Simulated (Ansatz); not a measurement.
## Fields on a plane of La3Tl (Cu3Au type)

```yaml
crystal:
  lattice:
    - [5.06919, 0.00000, 0.00000]
    - [0.00000, 5.06919, 0.00000]
    - [0.00000, 0.00000, 5.06919]
  atoms:
    - { symbol: La, position: [0.00000, 0.50000, 0.50000] }
    - { symbol: La, position: [0.50000, 0.00000, 0.50000] }
    - { symbol: La, position: [0.50000, 0.50000, 0.00000] }
    - { symbol: Tl, position: [0.00000, 0.00000, 0.00000] }
```

The slice is a {100} plane (indices of the conventional cell) through the point (0.000, 0.000, 0.000) (fractional), spanned by u = [100] and v = [010] in vectors of this cell: u (5.07 Å) and v (5.07 Å, at 90° to u). It covers one period; positions are fractions (u, v).

Atoms on it: La at (0.50, 0.50); Tl at (0.00, 0.00).

Calculation: r2SCAN (plane waves to 500 eV, PAW, scalar-relativistic; Ansatz, a quantum-chemistry and plane-wave program). k mesh 9×9×9. These are valence fields of a PAW run, semicore shells included where kept as valence: close to a nucleus they are smooth pseudo fields. La3Tl is run without spin polarisation. La3Tl was relaxed with its symmetry unable to fall. Spin-orbit coupling is left out, though Tl is heavy.

```
|xxxxxxx =#%@@@@@@@@@@@%#= xxxxxx|
|xxxxxx  +#%@@@@@@@@@@@%#+  xxxxx|
|xxxxxx :+#%@@@@%%%@@@@%#+: xxxxx|
|xxxxx  =*%%%%%%%%%%%%%%%*=  xxxx|
|xxxx  -+#%%%###***###%%%#+-  xxx|
|xx   -+*####*++===++*####*+-   x|
|   :=+*###*+=-::.::-=+*###*+=:  |
|==++*####*+-.       .-+*####*++=|
|####%%##*=-           -=*##%%###|
|%%%%%%#*+-     xxx     -+*#%%%%%|
|@@@@%%#+-    xxxxxxx    -+#%%@@@|
|@@@@%#*=.   xxxxxxxxx   .=*#%@@@|
|@@@@%#+-   xxxxxxxxxxx   -+#%@@@|
|@@@@%#+:   xxxxxxxxxxx   :+#%@@@|
|@@@%%*=:  xxxxxxxxxxxxx  :=*%%@@|
|@@@%%*=.  xxxxxxxxxxxxx  .=*%%@@|
|@@@%%*=:  xxxxxxxxxxxxx  :=*%%@@|
|@@@@%#+:   xxxxxxxxxxx   :+#%@@@|
|@@@@%#+-   xxxxxxxxxxx   -+#%@@@|
|@@@@%#*=.   xxxxxxxxx   .=*#%@@@|
|@@@@%%#+-    xxxxxxx    -+#%%@@@|
|%%%%%%#*+-     xxx     -+*#%%%%%|
|####%%##*=-           -=*##%%###|
|==++*####*+-.       .-+*####*++=|
|   :=+*###*+=-::.::-=+*###*+=:  |
|xx   -+*####*++===++*####*+-   x|
|xxxx  -+#%%%###***###%%%#+-  xxx|
|xxxxx  =*%%%%%%%%%%%%%%%*=  xxxx|
|xxxxxx :+#%@@@@%%%@@@@%#+: xxxxx|
|xxxxxx  +#%@@@@@@@@@@@%#+  xxxxx|
|xxxxxxx =#%@@@@@@@@@@@%#= xxxxxx|
|xxxxxxx =#%@@@@@@@@@@@%#= xxxxxx|
```
Scale: ten equal steps from 1.00 (start of ' ') to 9.61 (end of '@'), in the order ' .:-=+*#%@'. Values: electrostatic potential energy of an electron, from the cell's mean, in eV. The map has 32 points along u (one character each, u = 0 at the left) and 32 along v (v = 0 in the bottom row). Points within 1 Å of a nucleus are blanked (x), as the pseudised field means little there. Values under 1 eV are set to 1. The zero, the cell's mean, hangs on the PAW cores.

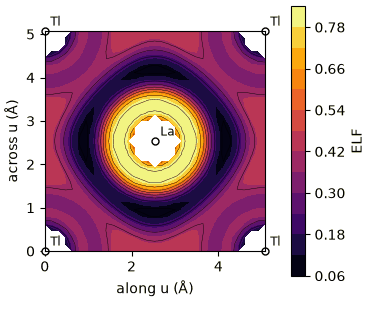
*Electron localisation function (ELF), one period of the plane, atoms marked. Points within 0.5 Å of a nucleus are left white, as the pseudised field means little there.*

* **Density on the La–Tl line (3.58 Å) at its density minimum, 1.7 Å from La**: 0.12 e/Å³
* **ELF at that point**: 0.2
